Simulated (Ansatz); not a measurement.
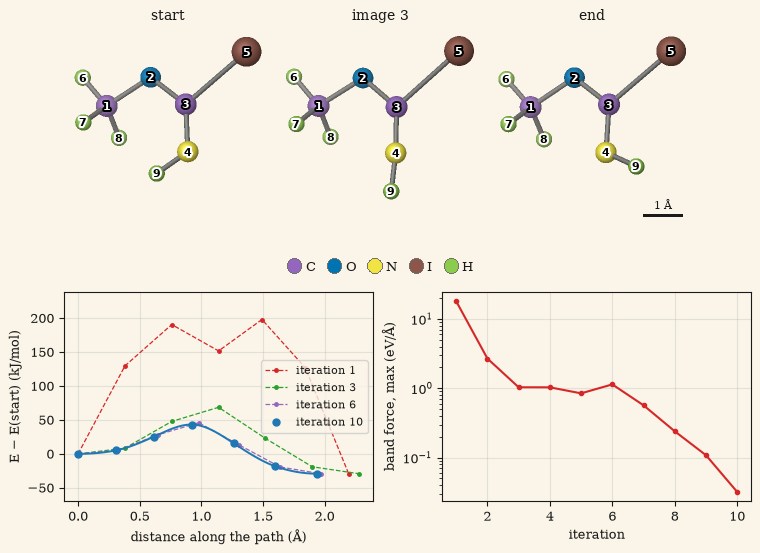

A nudged-elastic-band calculation for C2H4INO. Images are numbered from 0 (start) to 6 (end). The plot follows the band through its iterations. Style: ball-and-stick. Shown at a tilt.

Method: RKS PBE/def2-SVP (Ansatz 0.2.0). Set-up: 5 movable images; climbing image; force threshold 0.05 eV/Å; iteration limit 60; starting path through a guess of the saddle point.

Question: How did the profile develop, and is the result final?

Answer: The result is final at these settings. The band converged in 10 iterations. The largest component of the band force went from 18 to 0.032 eV/Å. The climbing image converged on the top of the path. Its vibrational analysis gives one imaginary mode (782i cm⁻¹), as a transition state must have. The first iteration put the highest image at 198.0 kJ/mol. The energy climbs by 43.3 kJ/mol to image 3 and then falls by 72.5 kJ/mol, so the end point sits at −29.2 kJ/mol.

Cost: 53 s on 2 threads of Intel(R) Xeon(R) 6975P-C (Granite Rapids), on a shared host, peak memory 0.16 GiB.
